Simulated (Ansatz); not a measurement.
## Converging the plane-wave cutoff: V (Im-3m, 1 atom in the cell)

```yaml
crystal:
  lattice:
    - [-1.50743, 1.50743, 1.50743]
    - [1.50743, -1.50743, 1.50743]
    - [1.50743, 1.50743, -1.50743]
  atoms:
    - { symbol: V, position: [0.00000, 0.00000, 0.00000] }
```

Computed with PBE (plane waves, PAW; Ansatz, a quantum-chemistry and plane-wave program).

Base settings: basis.ecutwfc = 420 eV; kpoints.mp_grid.grid = 15 15 15; hamiltonian.xc = pbe; hamiltonian.pseudopotentials = {kind: paw} (the program's default PAW files); scf.occupations.method = gaussian; scf.occupations.width = 0.1 eV.

The second cell is the first with its lattice scaled by 0.98.

The mesh stays at the base's, so the ladder's end is converged at best in this setting alone.

The first pressure column holds Ansatz's estimate of the finite-basis (Pulay) stress, which hides part of the cutoff error; the other is without it.

Only quantities that move along the ladder and can be compared are tabulated.

The count of work is k-points × plane waves × bands × iterations; it is no time. 

The starting cell has typed, rounded lattice constants, without a prior relaxation at this level. Its lattice was rescaled by up to half a per cent. Spin polarisation is off. In the base run, with a pressure of about -3 GPa the cell is away from its equilibrium volume at this level.

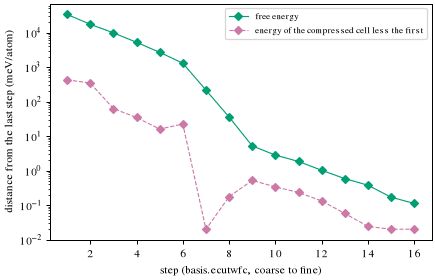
Figure: Distance from the last step along the ladder; very small values are drawn at a floor.

| basis.ecutwfc | free energy less the last step's (meV/atom) | energy of the compressed cell less the first (meV/atom) | pressure (GPa) | pressure without the Pulay estimate (GPa) | count of work / last |
|---|---|---|---|---|---|
| 145 eV | 33457.33 | -416.51 | -113.16 | -1121.64 | 0.067 |
| 170 eV | 17293.52 | -332.00 | -60.69 | -684.49 | 0.096 |
| 190 eV | 9785.99 | -52.21 | -5.93 | -441.51 | 0.096 |
| 210 eV | 5207.70 | 44.98 | 3.02 | -273.38 | 0.091 |
| 230 eV | 2665.50 | 26.38 | 3.72 | -164.10 | 0.091 |
| 250 eV | 1291.57 | 32.80 | -0.79 | -94.21 | 0.14 |
| 295 eV | 214.59 | 10.43 | -3.67 | -24.67 | 0.15 |
| 335 eV | 35.63 | 10.26 | -3.54 | -7.90 | 0.21 |
| 380 eV | 5.19 | 10.95 | -3.36 | -3.80 | 0.23 |
| 420 eV | 2.81 | 10.77 | -3.38 | -3.47 | 0.26 |
| 460 eV | 1.84 | 10.67 | -3.40 | -3.48 | 0.33 |
| 505 eV | 1.02 | 10.57 | -3.42 | -3.47 | 0.38 |
| 565 eV | 0.59 | 10.49 | -3.43 | -3.45 | 0.45 |
| 630 eV | 0.38 | 10.46 | -3.44 | -3.45 | 0.55 |
| 735 eV | 0.17 | 10.44 | -3.44 | -3.45 | 0.65 |
| 840 eV | 0.11 | 10.44 | -3.44 | -3.45 | 0.80 |
| 1010 eV | 0.00 | 10.43 | -3.44 | -3.45 | 1.0 |

Coarsest basis.ecutwfc that holds the pressure within 0.1 GPa of the last step, with all finer ones: 335 eV, at 0.21 of the last step's count of work; the step before is off by 0.22 GPa.

Coarsest basis.ecutwfc that holds the pressure without the Pulay estimate within 0.5 GPa of the last step, with all finer ones: 380 eV, at 0.23 of the last step's count of work; the step before is off by 4.5 GPa.

Coarsest basis.ecutwfc that holds the energy of the compressed cell less the first within 1 meV/atom of the last step, with all finer ones: 295 eV, at 0.15 of the last step's count of work; the step before is off by 22 meV/atom.

The energy difference between the two cells stays within 1 meV/atom of the last step's from 295 eV on, the total only from 565 eV on: much of the error is common to both cells and cancels.

At the lowest cutoff the pressure without the Pulay estimate lies 1120 GPa under the last step's, the usual sign of Pulay stress in an incomplete plane-wave basis.

Keys are those of Ansatz 0.2.
